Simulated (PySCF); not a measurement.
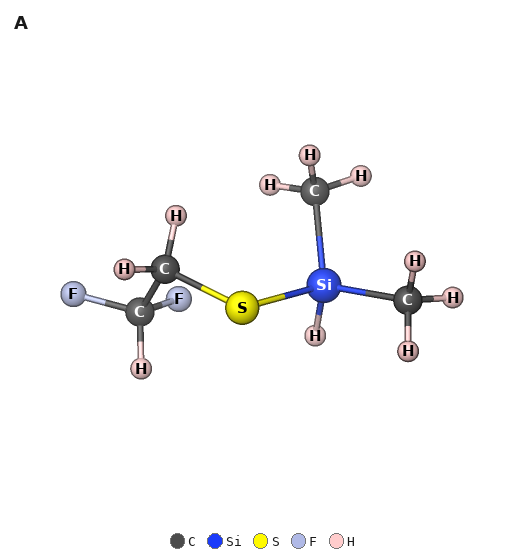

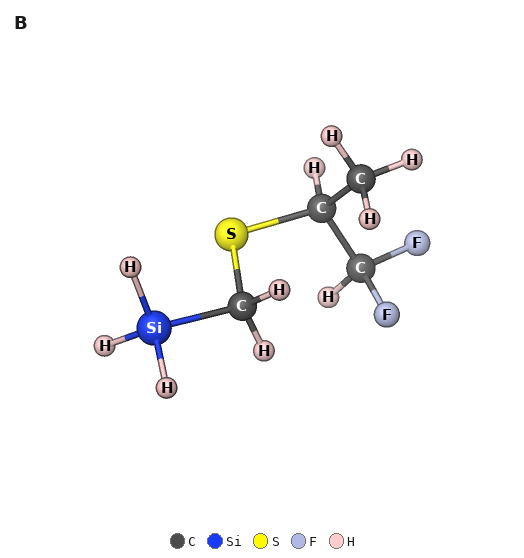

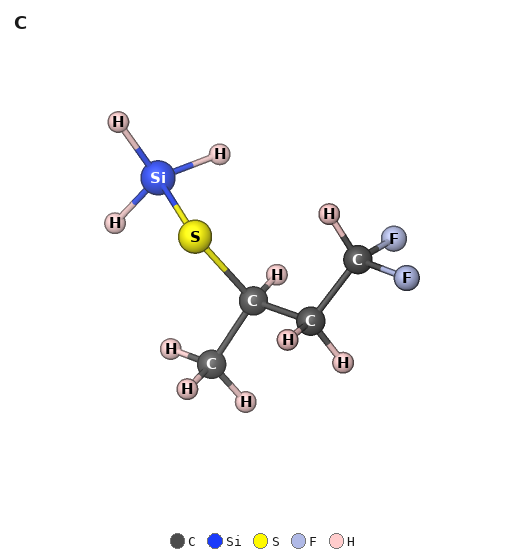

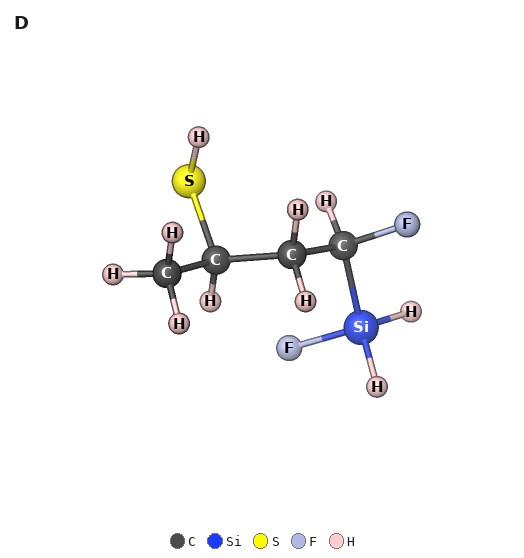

4 stationary structures of one formula. Geometries: GFN2-xTB. Electronic energies: PBE0/pcSseg-1 (PySCF 2.14.0), without zero-point energy. No frequency run is at hand to confirm each as a minimum. Each is one conformer, not always the lowest.

### Which structure is the most stable?

A is lowest; D lies 3.7 kcal/mol above it, C lies 18.2 kcal/mol above it, B lies 35.1 kcal/mol above it. A is `C[SiH](C)SCC(F)F`, B is `C[C@H](SC[SiH3])C(F)F`, C is `C[C@H](CC(F)F)S[SiH3]`, D is `C[C@@H](S)C[C@@H](F)[SiH2]F`.

The geometry is semi-empirical. Around Si such bond lengths and angles can be off by a tenth of an ångström or more and by several degrees, and values that hang on the shape move with them.
